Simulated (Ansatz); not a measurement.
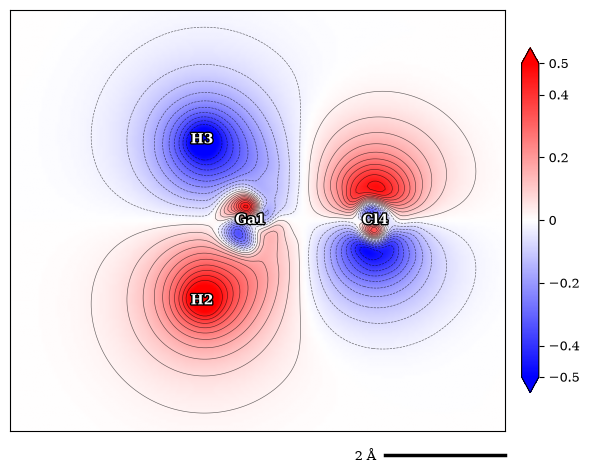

Figure. ClGaH2 (GaH2Cl). The HOMO on the molecular plane (values in Å⁻³ᐟ²; the overall sign is arbitrary).

Geometry: GFN2-xTB.

These are results of isolated molecule in a Gaussian basis; Hartree-Fock (Ansatz), not measurements.

Input file:

```
crystal:
  periodic: [false, false, false]
  atoms:
    - symbol: Ga
      position_ang: [0.057870, 0.096670, -0.000620]
    - symbol: H
      position_ang: [1.622030, 0.103190, 0.012100]
    - symbol: H
      position_ang: [-0.675260, 1.478330, -0.019590]
    - symbol: Cl
      position_ang: [-1.004640, -1.678190, 0.008110]
basis:
  gaussian: {orbitals: def2-SVP}
magnetization: {spin_polarized: false, initial_magnetization: 0}
hamiltonian: {xc: hf}
accuracy: high
output: {forces: true, orbitals: {seedname: orbitals}}
```

Command:

```sh
ansatz run job.yaml --threads 1 --pin off --max-ram 3480MiB --events-out events.jsonl --progress --plain --runs-dir runs
```

Question: Describe this orbital and give its energy.

Answer: Its weight (Hirshfeld) is mainly on Cl4 (about 30 %), Ga1 (about 25 %), H2 (about 20 %) and H3 (about 20 %); it is symmetric in the molecular plane (an in-plane orbital: σ, lone-pair or in-plane π type). Its energy is −11.39 eV.
